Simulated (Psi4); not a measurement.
**C2F6 (hexafluoroethane) at HF/6-31G(d) (spherical functions)**

What is the vertical singlet–triplet gap of C2F6 (hexafluoroethane) at HF/6-31G* (spherical functions)? Input form: a Python script.

The results are computed with Psi4 1.11.

1 further run of the same task is left out (set aside as unsound or not needed).

**1. The molecule**

C2F6 has 8 atoms, charge 0, and is taken as a singlet. SMILES: `FC(F)(F)C(F)(F)F`. Geometry: relaxed at PBE0-D4/def2-TZVP.

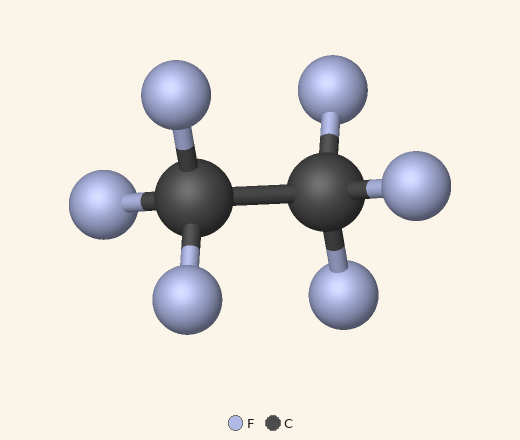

The structure, seen from a chosen angle (fluorine light blue, carbon dark grey).

**2. Energy and gradient at HF/6-31G(d) (spherical functions)**

The input, c2f6.py:

```python
import psi4

psi4.set_memory(2200000000)
psi4.set_num_threads(1)
psi4.core.set_output_file('psi4.out', False)

m = psi4.geometry("""
0 1
F      1.065570    -0.767260     1.152000
C      0.662650    -0.397300    -0.054910
F      1.596070     0.361280    -0.610920
F      0.478560    -1.476610    -0.801220
C     -0.662670     0.397270     0.054890
F     -0.477000     1.479670     0.796360
F     -1.068680     0.762200    -1.152500
F     -1.594500    -0.359250     0.616310
units angstrom
symmetry c1
""")

psi4.set_options({
    'puream': True,
    'e_convergence': 1e-09,
    'd_convergence': 1e-08,
    'scf_type': 'pk',
})

e, wfn = psi4.gradient("hf/6-31G*", molecule=m, return_wfn=True)
print('gradient / Eh bohr^-1')
print(e.np.round(6))
print(f'energy = {wfn.energy():.10f} Eh')
for k, v in sorted(psi4.core.scalar_variables().items()):
    print(f'{k:45s} {v:18.10f}')
```

Started as:

```
python c2f6.py
```

psi4.out (excerpt; [...] marks lines left out):

```text
[...]
  Running in c1 symmetry.
[...]
  Nuclear repulsion =  464.042411859137815
[...]
  Multiplicity = 1
[...]
  Nalpha       = 33
  Nbeta        = 33
[...]
    Number of basis functions: 112
[...]
   @RHF iter   1:  -672.17947899041758   -5.01251e-01   6.36818e-03 ADIIS/DIIS
[...]
   @RHF iter   9:  -672.37653741822010   -3.35376e-11   9.89699e-09 DIIS
[...]
    Orbital Energies [Eh]
    ---------------------
    Doubly Occupied:
       1A    -26.372651     2A    -26.372648     3A    -26.372636
       4A    -26.372632     5A    -26.372628     6A    -26.372626
       7A    -11.550696     8A    -11.550147     9A     -1.781739
      10A     -1.756649    11A     -1.675872    12A     -1.675867
      13A     -1.665555    14A     -1.665550    15A     -1.085417
      16A     -0.966011    17A     -0.901733    18A     -0.873874
      19A     -0.873872    20A     -0.842853    21A     -0.842852
      22A     -0.758169    23A     -0.737558    24A     -0.737556
      25A     -0.735277    26A     -0.735276    27A     -0.700437
      28A     -0.700435    29A     -0.682653    30A     -0.682651
      31A     -0.679458    32A     -0.671689    33A     -0.584858
[...]
  @RHF Final Energy:  -672.37653741822010
   => Energetics <=
    Nuclear Repulsion Energy =            464.0424118591378146
    One-Electron Energy =               -1860.1368477231178531
    Two-Electron Energy =                 723.7178984457598290
    Total Energy =                       -672.3765374182200958
[...]
 Multipole Moments:
 ------------------------------------------------------------------------------------
     Multipole            Electronic (a.u.)      Nuclear  (a.u.)        Total (a.u.)
 ------------------------------------------------------------------------------------
 L = 1.  Multiply by 2.5417464519 to convert [e a0] to [Debye]
 Dipole X            :         -0.0000451           -0.0000131           -0.0000582
 Dipole Y            :         -0.0000625           -0.0000197           -0.0000822
 Dipole Z            :         -0.0000542           -0.0000148           -0.0000689
 Magnitude           :                                                    0.0001220
[...]
  -Total Gradient:
     Atom            X                  Y                   Z
    ------   -----------------  -----------------  -----------------
       1        0.005495243982    -0.004987168548     0.015715111732
       2        0.000193515991    -0.000140251117    -0.000027446870
       3        0.012426427117     0.009751843732    -0.007256057065
       4       -0.002141289653    -0.014202996704    -0.009754794929
       5       -0.000207584826     0.000122248207     0.000008320028
       6        0.002176810871     0.014268082511     0.009676318614
       7       -0.005550790372     0.004890923204    -0.015715010938
       8       -0.012392333109    -0.009702681286     0.007353559431
[...]
```

On the terminal:

```text
gradient / Eh bohr^-1
[[ 5.4950e-03 -4.9870e-03  1.5715e-02]
 [ 1.9400e-04 -1.4000e-04 -2.7000e-05]
 [ 1.2426e-02  9.7520e-03 -7.2560e-03]
 [-2.1410e-03 -1.4203e-02 -9.7550e-03]
 [-2.0800e-04  1.2200e-04  8.0000e-06]
 [ 2.1770e-03  1.4268e-02  9.6760e-03]
 [-5.5510e-03  4.8910e-03 -1.5715e-02]
 [-1.2392e-02 -9.7030e-03  7.3540e-03]]
energy = -672.3765374182 Eh
CURRENT ENERGY                                   -672.3765374182
CURRENT REFERENCE ENERGY                         -672.3765374182
DD SOLVATION ENERGY                                 0.0000000000
HF KINETIC ENERGY                                 671.8817579372
HF POTENTIAL ENERGY                             -1344.2582953555
HF TOTAL ENERGY                                  -672.3765374182
HF VIRIAL RATIO                                     2.0007364086
NUCLEAR REPULSION ENERGY                          464.0424118591
ONE-ELECTRON ENERGY                             -1860.1368477231
PCM POLARIZATION ENERGY                             0.0000000000
PE ENERGY                                           0.0000000000
SCF ITERATION ENERGY                             -672.3765374182
SCF ITERATIONS                                      9.0000000000
SCF TOTAL ENERGY                                 -672.3765374182
TWO-ELECTRON ENERGY                               723.7178984458
```

It took 8.1 s on 1 thread of Intel Xeon 6975P-C (Granite Rapids), shared host; peak memory 0.48 GiB.

**3. The triplet at the same level**

The input, c2f6.xyz:

```xyz
8
C2F6
F      1.065570    -0.767260     1.152000
C      0.662650    -0.397300    -0.054910
F      1.596070     0.361280    -0.610920
F      0.478560    -1.476610    -0.801220
C     -0.662670     0.397270     0.054890
F     -0.477000     1.479670     0.796360
F     -1.068680     0.762200    -1.152500
F     -1.594500    -0.359250     0.616310
```

The input, c2f6.py:

```python
import psi4

psi4.set_memory(2200000000)
psi4.set_num_threads(1)
psi4.core.set_output_file('run.log', False)

with open('c2f6.xyz') as f:
    atoms = ''.join(f.readlines()[2:])
geom = psi4.geometry('0 3\n' + atoms + 'symmetry c1')

psi4.set_options({
    'basis': '6-31G*',
    'reference': 'uhf',
    'puream': True,
    'e_convergence': 1e-09,
    'd_convergence': 1e-08,
    'scf_type': 'pk',
    'maxiter': 100,
})

e_tot, wfn = psi4.gradient('hf', molecule=geom, return_wfn=True)
psi4.oeprop(wfn, 'QUADRUPOLE', 'MULLIKEN_CHARGES', 'DIPOLE')
print('gradient / Eh bohr^-1')
print(e_tot.np.round(6))
print(f'energy = {wfn.energy():.10f} Eh')
```

Started as:

```
python c2f6.py
```

run.log (excerpt; [...] marks lines left out):

```text
[...]
  Running in c1 symmetry.
[...]
  Nuclear repulsion =  464.042411859137815
[...]
  Multiplicity = 3
[...]
  Nalpha       = 34
  Nbeta        = 32
[...]
    Number of basis functions: 112
[...]
   @UHF iter   1:  -671.69824094141677   -2.00129e-02   6.23686e-03 ADIIS/DIIS
[...]
   @UHF iter  49:  -671.89564574121846    1.37561e-11   5.43173e-09 DIIS
[...]
   @S^2 Observed:                2.016943184E+00
[...]
  @UHF Final Energy:  -671.89564574121846
   => Energetics <=
    Nuclear Repulsion Energy =            464.0424118591378146
    One-Electron Energy =               -1859.4724559464082176
    Two-Electron Energy =                 723.5343983460518302
    Total Energy =                       -671.8956457412184591
  UHF NO Occupations:
  HONO-2 :   32  A 1.9968520
  HONO-1 :   33  A 1.0000000
[...]
  -Total Gradient:
     Atom            X                  Y                   Z
    ------   -----------------  -----------------  -----------------
       1       -0.047997403709    -0.001478158563    -0.044259440722
       2        0.043236691211     0.051547158813     0.047041147613
       3       -0.059075749219    -0.025978912036    -0.006280235008
       4        0.011877750441    -0.021676459435    -0.010589382521
       5       -0.043680618778    -0.052515831659    -0.045535421534
       6       -0.011756513807     0.021929419117     0.010229152983
       7        0.047979983016     0.002052971507     0.043765496367
       8        0.059415860843     0.026119812258     0.005628682824
[...]
 Multipole Moments:
 ------------------------------------------------------------------------------------
     Multipole            Electronic (a.u.)      Nuclear  (a.u.)        Total (a.u.)
 ------------------------------------------------------------------------------------
 L = 1.  Multiply by 2.5417464519 to convert [e a0] to [Debye]
 Dipole X            :         -0.0001477           -0.0000131           -0.0001608
 Dipole Y            :         -0.0000961           -0.0000197           -0.0001158
 Dipole Z            :          0.0001155           -0.0000148            0.0001007
 Magnitude           :                                                    0.0002223
 L = 2.  Multiply by 1.3450342976 to convert [e a0^2] to [Debye ang]
 Quadrupole XX       :       -300.4633136          270.2754414          -30.1878722
 Quadrupole XY       :         71.6996558          -72.1898031           -0.4901473
[...]
```

The script printed:

```text
gradient / Eh bohr^-1
[[-0.047997 -0.001478 -0.044259]
 [ 0.043237  0.051547  0.047041]
 [-0.059076 -0.025979 -0.00628 ]
 [ 0.011878 -0.021676 -0.010589]
 [-0.043681 -0.052516 -0.045535]
 [-0.011757  0.021929  0.010229]
 [ 0.04798   0.002053  0.043765]
 [ 0.059416  0.02612   0.005629]]
energy = -671.8956457412 Eh
```

Run time: 13 s. Hardware: 1 thread of Intel Xeon 6975P-C (Granite Rapids), shared host; peak memory 0.49 GiB.

**4. Results**

At HF/6-31G* (spherical functions):

| quantity | value |
| --- | --- |
| singlet: total energy | -672.37654 Eh |
| singlet: dipole moment | 0.00 D |
| singlet: HOMO energy | -15.91 eV |
| singlet: LUMO energy | 7.97 eV |
| singlet: HOMO–LUMO gap | 23.89 eV |
| singlet: largest force on an atom | 0.894 eV/Å |
| triplet: total energy | -671.89565 Eh |
| triplet: dipole moment | 0.00 D |
| triplet: HOMO energy (highest over α and β) | -2.98 eV |
| triplet: ⟨S²⟩ | 2.017 |
| triplet: largest force on an atom | 4.221 eV/Å |
| vertical energy of the triplet above the singlet | 13.086 eV |

At this shape the triplet lies 13.09 eV (1263 kJ/mol) above the singlet. The largest force (singlet) is 0.89 eV/Å: the shape isn't a stationary point for this species at this level. Mulliken charges (triplet) run from -0.35 on F6 to +1.02 on C5.
